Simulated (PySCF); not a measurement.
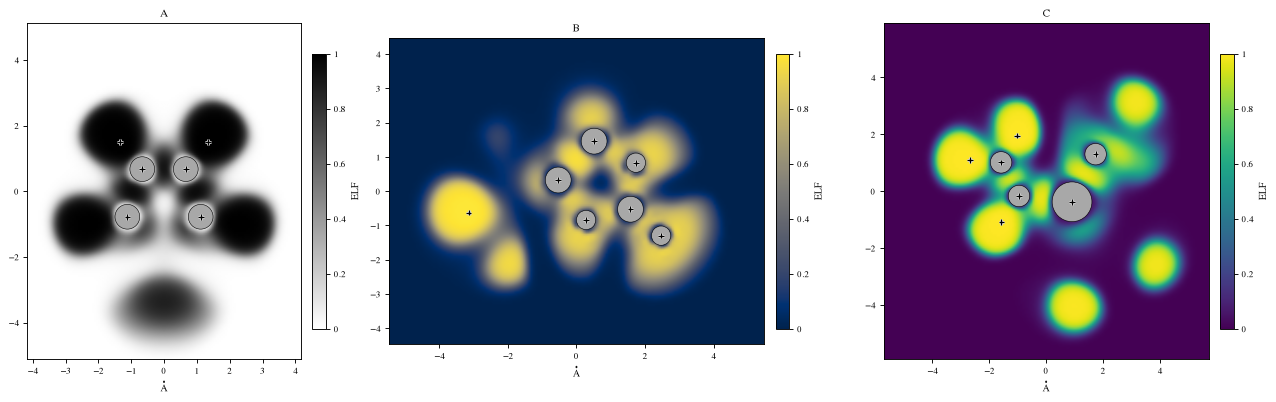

The ELF of 3 systems, each on a plane through atoms (crosses mark nuclei in the plane; grey discs cover the cores).

Method: PBE0/pcSseg-1, SCF density, gas phase, non-relativistic in PySCF 2.14.0.

System 1: C5H7FO3, the plane of atoms O4, C5 and O6. Geometry: GFN2-xTB.

```xyz
16

C     2.1950    0.3684    0.0340
C     0.9657   -0.4195    0.4658
C    -0.2170   -0.1380   -0.4565
O    -0.6658    1.2039   -0.3181
C    -1.9780    1.2532   -0.0866
O    -2.6149    2.2364    0.0542
O    -2.5030   -0.0097   -0.0713
C    -1.4926   -0.9489   -0.1195
F    -1.3813   -1.5518    1.1053
H     1.9742    1.4321    0.0258
H     3.0122    0.1866    0.7260
H     2.5123    0.0711   -0.9627
H     0.6885   -0.1472    1.4851
H     1.1680   -1.4915    0.4417
H     0.0690   -0.2901   -1.5050
H    -1.7398   -1.7461   -0.8296
```

System 2: C9H18Si2 (Si(vinyl)3(SiMe3)), the plane of atoms Si1, C7 and C8. Geometry: PBE0-D3(BJ)/def2-SVP.

```xyz
29

Si    0.3558    0.5839    0.2684
C     0.2525    0.5343    2.1427
C     1.3182    0.5391    2.9534
H    -0.7427    0.4598    2.6029
H     2.3372    0.6147    2.5562
H     1.2260    0.4742    4.0440
C     2.1500    0.5026   -0.2788
C     2.7869    1.4887   -0.9225
H     2.7053   -0.4266   -0.0871
H     2.2907    2.4414   -1.1412
H     3.8275    1.3957   -1.2552
C    -0.4423    2.1557   -0.3779
C    -0.8911    3.1497    0.3993
H    -0.5783    2.2549   -1.4642
H    -0.7841    3.1186    1.4899
H    -1.3790    4.0406   -0.0138
Si   -0.7937   -1.2779   -0.5971
C    -2.5900   -1.2063   -0.0195
C    -0.7259   -1.2295   -2.4836
C     0.0199   -2.8597    0.0357
H    -3.1711   -2.0551   -0.4158
H    -3.0710   -0.2747   -0.3567
H    -2.6531   -1.2391    1.0798
H    -1.2254   -0.3289   -2.8740
H     0.3164   -1.2195   -2.8392
H    -1.2270   -2.1097   -2.9194
H     1.0627   -2.9359   -0.3108
H     0.0272   -2.8818    1.1368
H    -0.5214   -3.7511   -0.3215
```

System 3: C7H7Cl, the plane of atoms C3, C8 and C7. Geometry: GFN2-xTB.

```yaml
atoms:
  - { symbol: Cl, position_ang: [1.3104, -1.5532, -1.7719] }
  - { symbol: C, position_ang: [0.0289, -0.5151, -1.1279] }
  - { symbol: C, position_ang: [-0.5371, -0.9676, 0.2311] }
  - { symbol: C, position_ang: [0.6890, -0.7392, 1.1004] }
  - { symbol: C, position_ang: [1.3161, 0.3273, 0.6288] }
  - { symbol: C, position_ang: [0.5206, 0.8316, -0.5648] }
  - { symbol: C, position_ang: [-0.8147, 1.2996, -0.0075] }
  - { symbol: C, position_ang: [-1.4427, 0.2313, 0.4646] }
  - { symbol: H, position_ang: [-0.7246, -0.4177, -1.9105] }
  - { symbol: H, position_ang: [-0.9977, -1.9483, 0.2872] }
  - { symbol: H, position_ang: [0.9346, -1.3507, 1.9463] }
  - { symbol: H, position_ang: [2.2036, 0.8078, 0.9915] }
  - { symbol: H, position_ang: [1.0334, 1.5080, -1.2411] }
  - { symbol: H, position_ang: [-1.1282, 2.3256, -0.0008] }
  - { symbol: H, position_ang: [-2.3960, 0.1685, 0.9527] }
```

Match each panel to its system.

Answer. Panel A is system 3, C7H7Cl: the plane holds C and H. C–C (1.33 Å): the ELF peaks at about 0.90 between the atoms (a short, multiple covalent bond). Panel B is system 1, C5H7FO3: the plane holds C, O and H. C–O (1.18 Å): the ELF peaks at about 0.85 between the atoms; a short, multiple covalent bond. Panel C is system 2, C9H18Si2: the plane holds Si, C and H. C–C (1.34 Å): the ELF peaks at about 0.90 between the atoms: a multiple bond.
